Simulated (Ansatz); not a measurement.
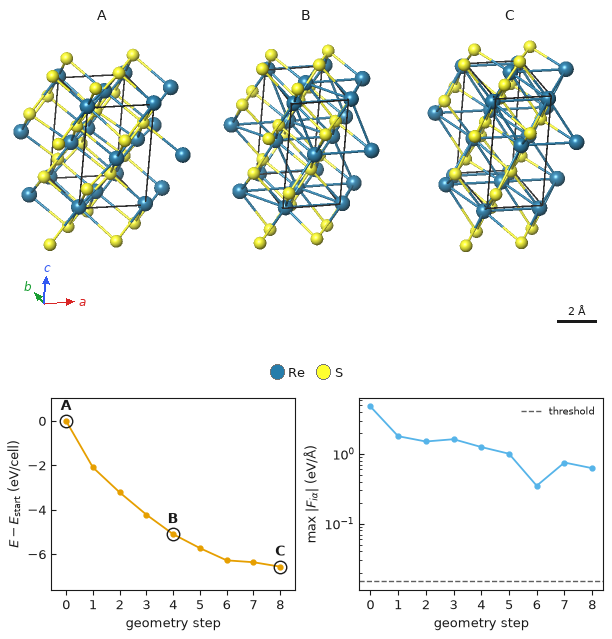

Frames of a relaxation of solid ReS (built on the rock salt_225 type) (coarse preliminary run), marked on the history of the run. Style: ball-and-stick. Shown: the cell of the calculation, reduced to other axes, slightly off an axis. Lengths and directions refer to the drawn axes.

The calculation used DFT PBE, scalar-relativistic, plane waves, PAW in Ansatz 0.2.0. Set-up: plane-wave cutoff 420 eV; k-point mesh 6 × 4 × 4; occupations gaussian; smearing width 0.1 eV; collinear spin; cell and atoms relaxed; force threshold 0.015 eV/Å; at most 120 steps.

**Describe the path.**

The run was cut off at its time limit before the relaxation converged, so the last structure is only a point on the way. The largest move relative to the cell is that of a Re atom, 0.70 Å along [0 −1 3]. Largest moves by element: Re 0.70 Å, S 0.55 Å. The volume changes by +0.8 %, with a 3.508 → 2.945 Å (−16.0 %), b 5.998 → 6.610 Å (+10.2 %), c 6.107 → 6.602 Å (+8.1 %), α 107.0° → 105.4°, β 90.5° → 90.9°, γ 90.8° → 89.2°. Near-neighbour distances that change, for instance: Re–Re 3.618 → 2.752 Å, Re–Re 3.542 → 2.777 Å, Re–Re 3.497 → 2.787 Å, Re–Re 3.473 → 2.771 Å. New bonds form: Re–Re (3.36 → 2.78 Å), Re–Re (3.42 → 2.78 Å), Re–Re (3.47 → 2.77 Å), Re–Re (3.50 → 2.79 Å). Bond angles that change, for instance: S–Re–S 179.2° → 134.7°, S–Re–S 176.7° → 135.0°, S–Re–S 178.3° → 137.0°. The space group stays P1 (No. 1). After 8 geometry steps the energy has fallen by 6.556 eV per cell of the calculation. Largest force component: 4.8 eV/Å at the start, 0.62 eV/Å at the end. Pressure: 0.41 GPa at the start and −1.49 GPa at the end. The program noted that the starting moments weren't kept. Cost: 26 min on 1 thread of Arm Neoverse N1, with other jobs on the host, peak memory 0.68 GiB. From step 0 to 4: an S atom moves most (0.48 Å), volume −7.5 %, energy −5.092 eV per cell of the calculation. From step 4 to 8: a Re atom moves most (0.44 Å), volume +9.0 %, energy −1.463 eV per cell of the calculation.

```tsv
step	E − E(0), meV/atom	largest force component, eV/Å	pressure, GPa	volume, Å³/atom
0	0.00	4.7710	0.41	15.356
1	-260.78	1.7918	-2.27	15.083
2	-401.32	1.5040	1.00	14.682
3	-526.84	1.6215	-0.07	14.488
4	-636.53	1.2524	0.82	14.199
5	-715.02	1.0049	4.16	13.847
6	-783.83	0.3493	3.25	14.234
7	-794.42	0.7515	-5.04	15.270
8	-819.46	0.6239	-1.49	15.483
```
